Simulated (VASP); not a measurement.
## BaZrO3: structure and properties in VASP

Aim: relax BaZrO3, then compute properties on the relaxed cell. The steps: relaxing cell and atoms (LDA), second relaxation, density, ELF and potential (LDA), bands along the symmetry lines (LDA), total and projected DOS (LDA), vibrations at Γ (LDA), volume scan with LDA, fit for LDA and bands along the symmetry lines (LDA + SOC). The start is a cell from a database of measured crystal structures.

Main program and level: VASP 6.6.1; LDA; plane waves and PAW (Ba_sv, Zr_sv, O), in the first sound run; inputs show where later runs differ.

### Step 1. The structure

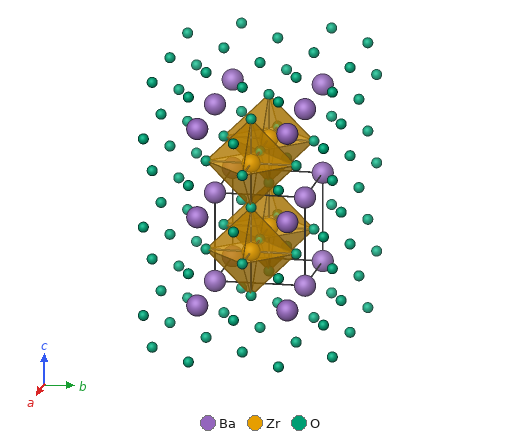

The starting structure, seen slightly off an axis (barium purple, zirconium orange, oxygen teal). 2×1×2 cells are drawn. Some periodic images of atoms are drawn too.

Coordinates:

```
Ba Zr O
1.0
     4.19134    0.00000    0.00000
     0.00000    4.19134    0.00000
     0.00000    0.00000    4.19134
Ba Zr O
1 1 3
Direct
  0.00000 0.00000 0.00000
  0.50000 0.50000 0.50000
  0.50000 0.50000 0.00000
  0.50000 0.00000 0.50000
  0.00000 0.50000 0.50000
```

### Step 2. Relaxing cell and atoms (LDA)

Properties are meant for the cell that this level of theory prefers, so cell and atoms are relaxed first (ISIF = 3) until forces and stress are small; EDIFFG sets the threshold. LDA, the lowest rung, knows the local density alone.

INCAR

```
SYSTEM = BaZrO3
PREC = Accurate
ENCUT = 520
EDIFF = 1E-06
NELM = 100
ISMEAR = -1
SIGMA = 0.05
LREAL = .FALSE.
ALGO = Normal
GGA = CA
NBANDS = 26
LORBIT = 11
LWAVE = .FALSE.
LCHARG = .FALSE.
KPAR = 2
IBRION = 2
NSW = 60
ISIF = 3
EDIFFG = -0.01
```

POSCAR

```
BaZrO3
1.0
    4.1913400000      0.0000000000      0.0000000000
    0.0000000000      4.1913400000      0.0000000000
    0.0000000000      0.0000000000      4.1913400000
Ba Zr O
1 1 3
Direct
    0.0000000000      0.0000000000      0.0000000000
    0.5000000000      0.5000000000      0.5000000000
    0.5000000000      0.5000000000      0.0000000000
    0.5000000000      0.0000000000      0.5000000000
    0.0000000000      0.5000000000      0.5000000000
```

KPOINTS

```
Automatic mesh
0
Gamma
5 5 5
0 0 0
```

Potentials, in the order of the species: Ba_sv, Zr_sv and O (LDA family, release 64).

The run is started by

```
mpirun -np 2 vasp_std
```

The program printed:

```text
[banner, memory and clock lines left out]
running    2 mpi-ranks, on    1 nodes
 distrk:  each k-point on    1 cores,    2 groups
 distr:  one band on    1 cores,    1 groups

 POSCAR found type information on POSCAR BaZrO
 POSCAR found :  3 types and       5 ions
 LDA part: xc-table for (Slater(with rela. corr.)+CA(PZ))
 , standard interpolation
 POSCAR, INCAR and KPOINTS ok, starting setup
 FFT: planning ... GRIDC
 FFT: planning ... GRID_SOFT
 FFT: planning ... GRID
 WAVECAR not read
 entering main loop
       N       E                     dE             d eps       ncg     rms          rms(c)
DAV:   1     0.304009306317E+03    0.30401E+03   -0.22330E+04   520   0.153E+03
DAV:   2    -0.322964550250E+02   -0.33631E+03   -0.32822E+03   646   0.367E+02
DAV:   3    -0.526052646442E+02   -0.20309E+02   -0.20264E+02   838   0.858E+01
DAV:   4    -0.530997992761E+02   -0.49453E+00   -0.49410E+00   736   0.110E+01
DAV:   5    -0.531077787639E+02   -0.79795E-02   -0.79790E-02   756   0.111E+00    0.292E+01
DAV:   6    -0.459821109085E+02    0.71257E+01   -0.40663E+01   594   0.402E+01    0.133E+01
DAV:   7    -0.457960092763E+02    0.18610E+00   -0.31691E+00   700   0.102E+01    0.813E+00
DAV:   8    -0.457255452063E+02    0.70464E-01   -0.36110E-01   654   0.454E+00    0.723E-01
DAV:   9    -0.457216003743E+02    0.39448E-02   -0.50037E-02   764   0.133E+00    0.514E-01
DAV:  10    -0.457215870610E+02    0.13313E-04   -0.13777E-02   706   0.977E-01    0.280E-01
DAV:  11    -0.457211664582E+02    0.42060E-03   -0.25647E-03   656   0.442E-01    0.283E-02
DAV:  12    -0.457211695488E+02   -0.30906E-05   -0.12488E-04   702   0.769E-02    0.241E-02
DAV:  13    -0.457211673213E+02    0.22275E-05   -0.10306E-05   684   0.216E-02    0.312E-03
DAV:  14    -0.457211673343E+02   -0.12988E-07   -0.71369E-07   346   0.754E-03
   1 F= -.45721167E+02 E0= -.45721167E+02  d E =-.457212E+02
 curvature:   0.00 expect dE= 0.000E+00 dE for cont linesearch  0.000E+00
 trial: gam= 0.00000 g(F)=  0.000E+00 g(S)=  0.895E-01 ort = 0.000E+00 (trialstep = 0.100E+01)
 search vector abs. value=  0.895E-01
 bond charge predicted
       N       E                     dE             d eps       ncg     rms          rms(c)
DAV:   1    -0.463557213209E+02   -0.63455E+00   -0.19637E+01   536   0.358E+01    0.899E+00
DAV:   2    -0.458144560482E+02    0.54127E+00   -0.23205E+00   556   0.971E+00    0.322E+00
DAV:   3    -0.457093700639E+02    0.10509E+00   -0.32572E-01   704   0.441E+00    0.731E-01
DAV:   4    -0.457039904265E+02    0.53796E-02   -0.82317E-02   790   0.139E+00    0.659E-01
DAV:   5    -0.457073219503E+02   -0.33315E-02   -0.37945E-03   770   0.367E-01    0.317E-01
DAV:   6    -0.457094981344E+02   -0.21762E-02   -0.55629E-03   784   0.347E-01    0.670E-02
DAV:   7    -0.457095922014E+02   -0.94067E-04   -0.18980E-04   690   0.868E-02    0.247E-02
DAV:   8    -0.457096046904E+02   -0.12489E-04   -0.50340E-05   742   0.392E-02    0.519E-03
DAV:   9    -0.457096044539E+02    0.23645E-06   -0.31585E-06   498   0.957E-03
   2 F= -.45709604E+02 E0= -.45709604E+02  d E =0.115629E-01
 trial-energy change:    0.011563  1 .order    0.013374   -0.089499    0.116248
 step:   0.4481(harm=  0.4350)  dis= 0.00000  next Energy=   -45.741381 (dE=-0.202E-01)
 bond charge predicted
       N       E                     dE             d eps       ncg     rms          rms(c)
DAV:   1    -0.459320604306E+02   -0.22246E+00   -0.58792E+00   536   0.197E+01    0.485E+00
DAV:   2    -0.457764830397E+02    0.15558E+00   -0.73518E-01   596   0.538E+00    0.182E+00
DAV:   3    -0.457421510450E+02    0.34332E-01   -0.97001E-02   682   0.237E+00    0.445E-01
DAV:   4    -0.457397937866E+02    0.23573E-02   -0.35219E-02   786   0.934E-01    0.355E-01
DAV:   5    -0.457407404916E+02   -0.94670E-03   -0.12416E-03   698   0.209E-01    0.201E-01
DAV:   6    -0.457415739103E+02   -0.83342E-03   -0.20708E-03   808   0.236E-01    0.252E-02
DAV:   7    -0.457415892309E+02   -0.15321E-04   -0.15903E-04   658   0.712E-02    0.213E-02
DAV:   8    -0.457415973791E+02   -0.81481E-05   -0.31656E-05   708   0.338E-02    0.432E-03
DAV:   9    -0.457415971785E+02    0.20058E-06   -0.22512E-06   468   0.855E-03
   3 F= -.45741597E+02 E0= -.45741597E+02  d E =-.204298E-01
 curvature:  -0.22 expect dE=-0.138E-05 dE for cont linesearch -0.138E-05
 trial: gam=-0.00834 g(F)=  0.632E-64 g(S)=  0.634E-05 ort = 0.753E-03 (trialstep = 0.890E+00)
 search vector abs. value=  0.549E-09
 reached required accuracy - stopping structural energy minimisation
```

Elapsed: 24 s, on 2 MPI ranks of AMD EPYC 7R43, shared host; peak memory 0.29 GiB.

The logs omit lines about the potential files and the build; timing stands in the text.

Parts of OUTCAR (step 2):

```text
ion  position               nearest neighbor table
   1  0.000  0.000  0.000-   3 2.96   4 2.96   5 2.96   4 2.96   5 2.96   3 2.96   5 2.96   5 2.96
                             3 2.96   4 2.96   4 2.96   3 2.96   2 3.63   2 3.63   2 3.63   2 3.63
   2  0.500  0.500  0.500-   3 2.10   4 2.10   5 2.10   3 2.10   4 2.10   5 2.10   1 3.63   1 3.63
                             1 3.63   1 3.63   1 3.63   1 3.63   1 3.63   1 3.63
   3  0.500  0.500  0.000-   2 2.10   2 2.10   1 2.96   1 2.96   1 2.96   1 2.96
   4  0.500  0.000  0.500-   2 2.10   2 2.10   1 2.96   1 2.96   1 2.96   1 2.96
   5  0.000  0.500  0.500-   2 2.10   2 2.10   1 2.96   1 2.96   1 2.96   1 2.96

  LATTYP: Found a simple cubic cell.
 ALAT       =     4.1913400000

 Subroutine GETGRP returns: Found 48 space group operations
 (whereof 48 operations were pure point group operations)

The static configuration has the point symmetry O_h .

 Found     10 irreducible k-points:

   k-points           NKPTS =     10   k-points in BZ     NKDIM =     10   number of bands    NBANDS=     26

   dimension x,y,z NGX =    32 NGY =   32 NGZ =   32
   dimension x,y,z NGXF=    64 NGYF=   64 NGZF=   64

   ENCUT  =  520.0 eV  38.22 Ry    6.18 a.u.   7.79  7.79  7.79*2*pi/ulx,y,z

   NELECT =      40.0000    total number of electrons

 k-points in reciprocal lattice and weights: Automatic mesh
   0.00000000  0.00000000  0.00000000       0.008
   0.20000000  0.00000000  0.00000000       0.048
   0.40000000  0.00000000  0.00000000       0.048
   0.20000000  0.20000000  0.00000000       0.096
   0.40000000  0.20000000  0.00000000       0.192
   0.40000000  0.40000000  0.00000000       0.096
   0.20000000  0.20000000  0.20000000       0.064
   0.40000000  0.20000000  0.20000000       0.192
   0.40000000  0.40000000  0.20000000       0.192
   0.40000000  0.40000000  0.40000000       0.064

 average (electrostatic) potential at core
       1 -32.6731       2 -77.6762       3 -70.3499       4 -70.3499       5 -70.3499

 E-fermi :   4.6701

 k-point     1 :       0.0000    0.0000    0.0000
  band No.  band energies     occupation
    ...
     16       2.6002      2.00000
     17       2.6002      2.00000
     18       3.4481      2.00000
     19       3.4481      2.00000
     20       3.4481      2.00000
     21       6.7527      0.00000
     22       6.7527      0.00000
     23       6.7527      0.00000
     24       8.1794      0.00000
     25       8.1794      0.00000
    ...

 k-point     2 :       0.2000    0.0000    0.0000
  band No.  band energies     occupation
    ...
     16       2.2530      2.00000
     17       2.3058      2.00000
     18       2.5692      2.00000
     19       3.3377      2.00000
     20       3.3377      2.00000
     21       6.8967      0.00000
     22       7.6406      0.00000
     23       7.6406      0.00000
     24       8.8135      0.00000
     25       8.8391      0.00000
    ...

 k-point     3 :       0.4000    0.0000    0.0000
  band No.  band energies     occupation
    ...
     16       1.8921      2.00000
     17       1.8921      2.00000
     18       1.9061      2.00000
     19       3.2378      2.00000
     20       3.2378      2.00000
     21       7.1733      0.00000
     22       9.1402      0.00000
     23       9.1402      0.00000
     24       9.8660      0.00000
     25      10.0872      0.00000
    ...

  Total       -0.0147962     -0.0147962     -0.0147962     -0.0000000     -0.0000000      0.0000000
  in kB       -0.3294157     -0.3294157     -0.3294157     -0.0000000     -0.0000000      0.0000000
  external PRESSURE =      -0.3294157 kB  Pullay stress =       0.0000000 kB

  energy-cutoff  :      520.00
  volume of cell :       71.96
      direct lattice vectors                 reciprocal lattice vectors
     4.159478261 -0.000000000 -0.000000000     0.240414768  0.000000000 -0.000000000
    -0.000000000  4.159478261 -0.000000000     0.000000000  0.240414768  0.000000000
     0.000000000 -0.000000000  4.159478261     0.000000000  0.000000000  0.240414768

 POSITION                                       TOTAL-FORCE (eV/Angst)
 -----------------------------------------------------------------------------------
      0.00000      0.00000      0.00000        -0.000000      0.000000      0.000000
      2.07974      2.07974      2.07974         0.000000     -0.000000      0.000000
      2.07974      2.07974     -0.00000        -0.000000      0.000000      0.000000
      2.07974     -0.00000      2.07974        -0.000000     -0.000000      0.000000
     -0.00000      2.07974      2.07974         0.000000     -0.000000      0.000000
 -----------------------------------------------------------------------------------
    total drift:                                0.000000     -0.000000     -0.000000

  FREE ENERGIE OF THE ION-ELECTRON SYSTEM (eV)
  ---------------------------------------------------
  free  energy   TOTEN  =       -45.7415971785 eV

  energy  without entropy=      -45.7415971785  energy(sigma->0) =      -45.74159718

 reached required accuracy - stopping structural energy minimisation

 total charge
# of ion       s       p       d       tot
------------------------------------------
    1        2.000   5.619   0.290   7.909
    2        2.210   6.099   1.484   9.793
    3        1.551   3.475   0.000   5.026
    4        1.551   3.475   0.000   5.026
    5        1.551   3.475   0.000   5.026
--------------------------------------------------
tot          8.862  22.143   1.774  32.780

[... 3 further parts left out ...]
```

CONTCAR:

```
BaZrO3
   1.00000000000000
     4.1594782607011087   -0.0000000000000000   -0.0000000000000000
    -0.0000000000000000    4.1594782607011087   -0.0000000000000000
     0.0000000000000000   -0.0000000000000000    4.1594782607011087
  Ba              Zr              O
     1     1     3
Direct
     0.0000000000000000    0.0000000000000000    0.0000000000000000
     0.5000000000000000    0.5000000000000000    0.5000000000000000
     0.5000000000000000    0.5000000000000000    0.0000000000000000
     0.5000000000000000    0.0000000000000000    0.5000000000000000
     0.0000000000000000    0.5000000000000000    0.5000000000000000
```

The gap is read on the k-mesh alone, so it is an upper bound where the band edges lie off the mesh. Harder data sets than Ba_sv exist (the GW ones), and pressures, volumes and forces can shift noticeably with them. The run keeps the 48 symmetry operations of its start, so it cannot find a distortion of lower symmetry.

The steps of the relaxation:

```csv
step,energy less that of the first step (eV),largest force (eV/Å),pressure (GPa),volume (Å³)
1,0.0000,0.0000,-3.83,73.63
2,0.0116,0.0000,5.23,69.95
3,-0.0204,0.0000,-0.03,71.96
```

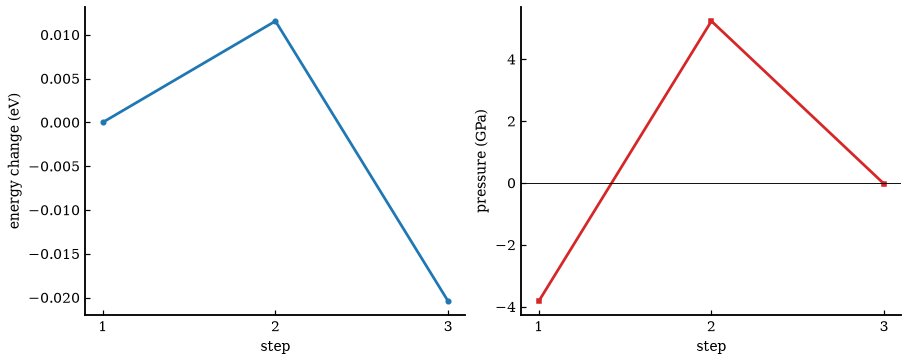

Energy and pressure along the relaxation.

| conventional cell, symmetrised | before | after | change |
| --- | --- | --- | --- |
| a (Å) | 4.191 | 4.159 | -0.8 % |
| b (Å) | 4.191 | 4.159 | -0.8 % |
| c (Å) | 4.191 | 4.159 | -0.8 % |
| volume (Å³/atom) | 14.73 | 14.39 | -2.3 % |

The relaxed structure:

```cif
data_structure
_symmetry_space_group_name_H-M 'P 1'
_symmetry_Int_Tables_number 1
_cell_length_a 4.1595
_cell_length_b 4.1595
_cell_length_c 4.1595
_cell_angle_alpha 90.000
_cell_angle_beta 90.000
_cell_angle_gamma 90.000
_cell_volume 71.96
loop_
_atom_site_label
_atom_site_type_symbol
_atom_site_fract_x
_atom_site_fract_y
_atom_site_fract_z
_atom_site_occupancy
Ba1 Ba 0.00000 0.00000 0.00000 1
Zr2 Zr 0.50000 0.50000 0.50000 1
O3 O 0.50000 0.50000 0.00000 1
O4 O 0.50000 0.00000 0.50000 1
O5 O 0.00000 0.50000 0.50000 1
```

A gap read on the k-mesh alone can miss the band edges.

Numbers from this step:

```
electrons                       : 40
bands                           : 26
irreducible k-points            : 10
symmetry operations             : 48
free energy (TOTEN)             : -45.74 eV
Fermi energy                    : 4.670 eV
pressure                        : -0.03294 GPa
metallic                        : no
valence top at k                : 0.4, 0.4, 0.4
conduction bottom at k          : 0, 0, 0
least direct gap at k           : 0, 0, 0
SCF cycles over all ionic steps : 32
gap on the k-mesh               : 3.225 eV
least direct gap on the k-mesh  : 3.305 eV
```

It ends with forces that vanish by symmetry and a pressure of -0.03 GPa. The volume lies -2.3 % from that of the database's start, which holds the thermal and zero-point expansion of its experiment.

(Part 1 of 6 ends here.)

[Lines on the potential files, build, host, timing and source positions are cut from VASP's logs without a mark.]

[Logs are printed without paths, hosts, clocks, repeated set-up lines and the standing remarks that a program may print on its own settings, such as how far it seeks lower states.]

[Hosts, paths, dates, database ids (printed as entryN), source tags and the programs' standing remarks are cut or masked in the printed files.]

[A measured line is paired with the nearest computed mode of its activity, which favours agreement.]
